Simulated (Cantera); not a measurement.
Input: 1 mol n-butane, 0.11 mol H2O, 21 mol H2, held at 1773 K.

Method: chemical equilibrium by Gibbs-energy minimisation in Cantera with the NASA 1993 tables (ideal gas, pure condensed phases). Candidate condensed phases: C, C6H6, C7H8, C8H18, H2O; 110 gas species. The ideal-gas law is rough above about 30 bar. Equilibrium is a limit: real reactors are often held back by kinetics, nucleation or transport.

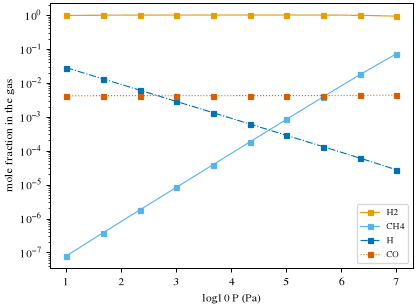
Figure. Equilibrium gas composition (values under 1e-9 drawn at 1e-9)

From 10.0 Pa to 100 bar the condensed part is C(graphite). The main C-bearing gas is CO at 10.0 Pa and CH4 at 100 bar.
